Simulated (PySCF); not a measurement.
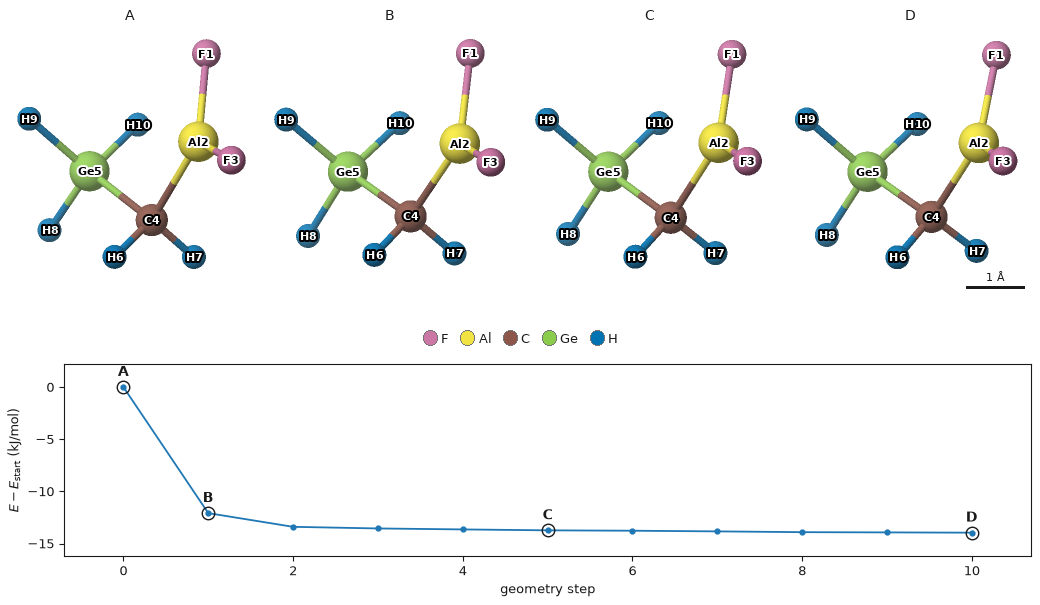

Frames of a relaxation of CH5AlF2Ge, marked on the history of the run. The picture is a ball-and-stick view, seen from a free direction.

The start comes from GFN2-xTB. Its atoms were then displaced at random by about 0.01 Å.

Method: PySCF, PBE0-D3(BJ)/def2-SVP geometry optimisation, gas phase. 

Question: What happens along the run?

Answer: The atom that moves furthest after the best rigid fit is F1 (0.18 Å). By element the largest moves are F 0.18 Å, H 0.13 Å, C 0.06 Å, Ge 0.04 Å, Al 0.03 Å. Among the contacts that change: Ge5–H10 1.481 → 1.538 Å, C4–Ge5 2.000 → 1.960 Å, F1–Al2 1.621 → 1.659 Å, Al2–F3 1.633 → 1.658 Å. Among the angles between lasting bonds that change: Al2–C4–Ge5 109.9° → 113.9°, Al2–C4–H7 112.4° → 108.9°, F1–Al2–C4 122.4° → 120.3°. Over 10 geometry steps the energy falls by 14.0 kJ/mol. From step 0 to 1: H8 moves most (0.11 Å), energy −12.1 kJ/mol. From step 1 to 5: F3 moves most (0.06 Å), energy −1.65 kJ/mol. From step 5 to 10: F3 moves most (0.09 Å), energy −0.22 kJ/mol.

```csv
step,"E − E(0), kJ/mol"
0,0.00
1,-12.08
2,-13.40
3,-13.55
4,-13.65
5,-13.73
6,-13.77
7,-13.83
8,-13.91
9,-13.93
10,-13.96
```
